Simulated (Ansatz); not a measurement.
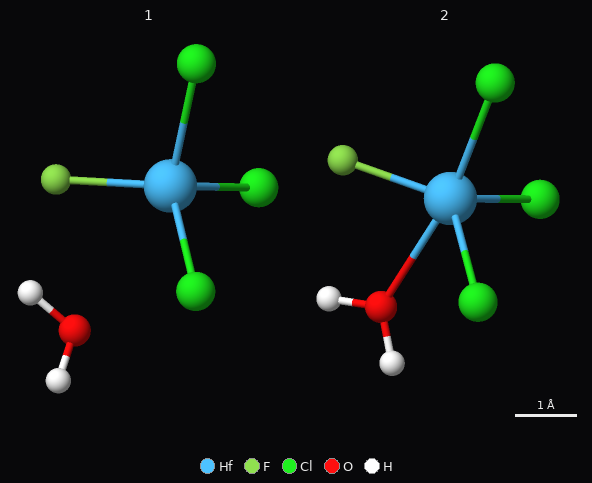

Two geometries of HfH$_{2}$OCl$_{3}$F, drawn at one scale. One is the start of a relaxation, the other its converged end. Style: ball-and-stick. Shown from a free direction.

All numbers below come from RHF/def2-SVP in Ansatz 0.2.0. Settings: no spin polarisation; force threshold 0.03 eV/Å; at most 50 steps.

Which geometry has the lower energy?

Structure 2 is the relaxed one. The run prepares an end point of a later path (reaction) calculation, from a guessed geometry. An H atom moves most after the best rigid fit: 0.70 Å. By element the largest moves are H 0.70 Å, O 0.60 Å, Hf 0.36 Å, F 0.35 Å, Cl 0.34 Å. Some distances before and after: Hf–O 3.255 → 2.347 Å, H–Hf 3.890 → 3.028 Å, H–Hf 3.229 → 2.943 Å, Cl–Hf 2.363 → 2.402 Å. New bonds form, among them: Hf–O (3.25 → 2.35 Å). Among the angles between lasting bonds that change: F–Hf–Cl 112.0° → 123.0°, F–Hf–Cl 104.5° → 97.3°, Cl–Hf–Cl 106.2° → 99.6°. The energy falls by 0.612 eV in 8 accepted moves (10 points after the start). The largest force component goes from 1.1 to 0.0084 eV/Å. The line search rejected the trial steps at points 6, 8 of the run. The run took 51 s on 2 threads of Arm Neoverse N1, on a shared host, peak memory 0.31 GiB.

Limits of the set-up: Hartree-Fock leaves out electron correlation.
